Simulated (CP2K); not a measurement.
**MNDO run of SiPH5O (SMILES O[SiH2]P)**

What is the vertical singlet–triplet gap of SiPH5O at MNDO? Input form: an ASE script.

The results are computed with CP2K 2026.2.

## 1. Starting point

SiPH5O: 8 atoms, total charge 0, spin state singlet. As SMILES, `O[SiH2]P`. The coordinates come from a GFN2-xTB relaxation. This is one conformer, not always the lowest.

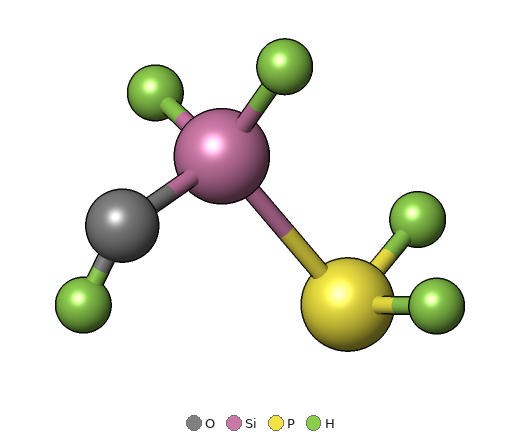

The structure, seen from a chosen angle (oxygen grey, silicon pink, phosphorus yellow, hydrogen green).

## 2. Energy and forces at MNDO

Contents of molecule.xyz:

```xyz
8

O     -1.682110     0.582490    -0.414440
Si    -0.145180     0.669230     0.101880
P      0.882930    -1.277370    -0.351210
H     -1.925040     0.154920    -1.231570
H      0.594740     1.713040    -0.613560
H     -0.320090     0.977200     1.514930
H      2.098530    -0.900930     0.183760
H      0.496220    -1.918590     0.810210
```

Contents of cp2k_ase.py:

```python
import numpy as np
from ase.io import read
from ase.calculators.cp2k import CP2K

atoms = read("molecule.xyz")
atoms.set_cell([20.0, 19.6, 18.7])
atoms.center()
cp2k_input = """
&FORCE_EVAL
  METHOD QS
  &DFT
    &QS
      METHOD MNDO
      EPS_DEFAULT 1.0E-10
      &SE
        &COULOMB
          CUTOFF [angstrom] 50
          RC_RANGE [angstrom] 0
        &END COULOMB
        &EXCHANGE
          CUTOFF [angstrom] 50
          RC_RANGE [angstrom] 0
        &END EXCHANGE
      &END SE
    &END QS
    &POISSON
      PERIODIC NONE
      POISSON_SOLVER ANALYTIC
    &END POISSON
    &SCF
      SCF_GUESS ATOMIC
      EPS_SCF 1.0E-07
      MAX_SCF 30
      &OT
        MINIMIZER DIIS
        PRECONDITIONER FULL_ALL
      &END OT
      &OUTER_SCF
        EPS_SCF 1.0E-07
        MAX_SCF 8
      &END OUTER_SCF
    &END SCF
    &PRINT
      &MOMENTS
        PERIODIC F
        REFERENCE COM
        MAX_MOMENT 1
      &END MOMENTS
      &MO_CUBES
        NLUMO 5
        NHOMO -1
        WRITE_CUBE F
      &END MO_CUBES
      &HIRSHFELD OFF
      &END HIRSHFELD
    &END PRINT
  &END DFT
  &SUBSYS
  &END SUBSYS
&END FORCE_EVAL
"""
calculator = CP2K(command="cp2k.psmp -s", label="calc", inp=cp2k_input, basis_set=None, basis_set_file=None, potential_file=None, pseudo_potential=None, xc=None, cutoff=None, max_scf=None, charge=None, uks=False,
            force_eval_method=None, print_level="LOW", poisson_solver=None, stress_tensor=False)
atoms.calc = calculator
print("E / eV:", round(atoms.get_potential_energy(), 6))
forces = atoms.get_forces()
print(np.array2string(forces, precision=5, suppress_small=True))
print("largest force / (eV/A): %.4f" % np.linalg.norm(forces, axis=1).max())
```

Launch:

```console
$ OMP_NUM_THREADS=1 python cp2k_ase.py
```

Standard output:

```text
E / eV: -638.052363
[[-0.60525 -0.80073 -1.53387]
 [ 1.07235  0.76181  0.52864]
 [ 0.14085  1.20621  2.34868]
 [ 0.13554  0.61531  1.01428]
 [-0.70742 -1.16369  0.71609]
 [ 0.53687 -0.44029 -1.25542]
 [-0.77313 -0.40291 -0.71072]
 [ 0.20018  0.2243  -1.10768]]
largest force / (eV/A): 2.6441
```

calc.out, cut to the lines that bear on the results:

```text
CP2K| version string:                                       CP2K version 2026.2
[...]
 GLOBAL| Method name                                                        CP2K
[...]
 GLOBAL| Run type                                                   ENERGY_FORCE
[...]
 *** WARNING in qs_kind_types.F:2264 :: Information provided in the input ***
 *** file regarding BASIS for KIND <O> will be ignored!                   ***
 *** WARNING in qs_kind_types.F:2264 :: Information provided in the input ***
 *** file regarding BASIS for KIND <Si> will be ignored!                  ***
 *** WARNING in qs_kind_types.F:2264 :: Information provided in the input ***
 *** file regarding BASIS for KIND <P> will be ignored!                   ***
 *** WARNING in qs_kind_types.F:2264 :: Information provided in the input ***
 *** file regarding BASIS for KIND <H> will be ignored!                   ***
[...]
  *** SCF run converged in    11 steps ***
[...]
 SE_DIPOLE| Moment [Debye]         -0.05713646      -1.48229557      -1.05698193
 SE_DIPOLE| Derivative [a.u.]       0.00000000       0.00000000       0.00000000
 *** WARNING in qs_scf_post_se.F:140 :: Printing of MO cube files not ***
 *** implemented for Semi-Empirical method.                           ***
 ENERGY| Total FORCE_EVAL ( QS ) energy [hartree]            -23.447993898971106
[...]
```

Wall time 1.5 s (1 thread of Intel Xeon 6975P-C (Granite Rapids), shared host); peak memory 0.19 GiB.

## 3. The triplet, same level

molecule.xyz is that of step 2.

Contents of calc.py:

```python
import numpy as np
from ase.io import read
from ase.calculators.cp2k import CP2K

atoms = read("molecule.xyz")
atoms.set_cell([20.0, 19.6, 18.7])
atoms.center()
cp2k_input = """
&FORCE_EVAL
 METHOD QUICKSTEP
 &DFT
  MULTIPLICITY 3
  UKS T
  &QS
   METHOD MNDO
   EPS_DEFAULT 1.0E-10
   &SE
    &COULOMB
     CUTOFF [angstrom] 50
     RC_RANGE [angstrom] 0
    &END COULOMB
    &EXCHANGE
     CUTOFF [angstrom] 50
     RC_RANGE [angstrom] 0
    &END EXCHANGE
   &END SE
  &END QS
  &POISSON
   PERIODIC NONE
   POISSON_SOLVER ANALYTIC
  &END POISSON
  &SCF
   SCF_GUESS ATOMIC
   EPS_SCF 1.0E-07
   MAX_SCF 150
   ADDED_MOS 4
   &DIAGONALIZATION
    ALGORITHM STANDARD
   &END DIAGONALIZATION
   &MIXING
    METHOD DIRECT_P_MIXING
    ALPHA 0.4
   &END MIXING
  &END SCF
  &PRINT
   &MOMENTS
    PERIODIC F
    REFERENCE COM
    MAX_MOMENT 1
   &END MOMENTS
   &MO ON
    ENERGIES T
    OCCUPATION_NUMBERS T
    NDIGITS 6
    &EACH
     QS_SCF 0
    &END EACH
    ADD_LAST NUMERIC
   &END MO
   &HIRSHFELD OFF
   &END HIRSHFELD
  &END PRINT
 &END DFT
 &SUBSYS
 &END SUBSYS
&END FORCE_EVAL
"""
cp2k = CP2K(command="cp2k.psmp -s", label="gas", inp=cp2k_input, basis_set=None, basis_set_file=None, potential_file=None, pseudo_potential=None, xc=None, cutoff=None, max_scf=None, charge=None, uks=False,
            force_eval_method=None, print_level="LOW", poisson_solver=None, stress_tensor=False)
atoms.calc = cp2k
e = atoms.get_potential_energy()
f = atoms.get_forces()
print(f"energy = {e:.6f} eV")
print("forces (eV/angstrom):")
for s, v in zip(atoms.get_chemical_symbols(), f):
    print(f"{s:2s} {v[0]:10.5f} {v[1]:10.5f} {v[2]:10.5f}")
```

Launch:

```console
$ OMP_NUM_THREADS=1 python calc.py
```

Standard output:

```text
energy = -634.937868 eV
forces (eV/angstrom):
O    -0.91353   -0.68833   -1.46922
Si   -0.24896    2.77702    0.95227
P     1.39356   -0.96207    1.84953
H     0.28844    0.63201    1.01224
H    -0.55772   -0.99508    0.53761
H     0.46457   -0.36016   -1.07411
H    -0.67343   -0.50850   -0.71944
H     0.24706    0.10512   -1.08888
```

gas.out, cut to the lines that bear on the results:

```text
CP2K| version string:                                       CP2K version 2026.2
[...]
 GLOBAL| Method name                                                        CP2K
[...]
 GLOBAL| Run type                                                   ENERGY_FORCE
[...]
 *** WARNING in qs_kind_types.F:2264 :: Information provided in the input ***
 *** file regarding BASIS for KIND <O> will be ignored!                   ***
 *** WARNING in qs_kind_types.F:2264 :: Information provided in the input ***
 *** file regarding BASIS for KIND <Si> will be ignored!                  ***
 *** WARNING in qs_kind_types.F:2264 :: Information provided in the input ***
 *** file regarding BASIS for KIND <P> will be ignored!                   ***
 *** WARNING in qs_kind_types.F:2264 :: Information provided in the input ***
 *** file regarding BASIS for KIND <H> will be ignored!                   ***
[...]
  *** SCF run converged in    35 steps ***
[...]
 SE_DIPOLE| Moment [Debye]         -1.43647962       1.50494167       0.37177810
 SE_DIPOLE| Derivative [a.u.]       0.00000000       0.00000000       0.00000000
 ENERGY| Total FORCE_EVAL ( QS ) energy [hartree]            -23.333538306003646
[...]
```

Wall time 1.5 s (1 thread of Intel Xeon 6975P-C (Granite Rapids), shared host); peak memory 0.19 GiB.

## 4. Summary of results

Level: MNDO.

```
                                        quantity           value
                           singlet: total energy    -23.44799 Eh
                          singlet: dipole moment          1.82 D
                      singlet: heat of formation  -69.1 kcal/mol
                           triplet: total energy    -23.33354 Eh
                          triplet: dipole moment          2.11 D
     triplet: HOMO energy (highest over α and β)        -6.88 eV
      triplet: LUMO energy (lowest over α and β)        -3.04 eV
                      triplet: heat of formation    2.7 kcal/mol
vertical energy of the triplet above the singlet        3.114 eV
```

In words: At this shape the triplet lies 3.11 eV (72 kcal/mol) above the singlet.
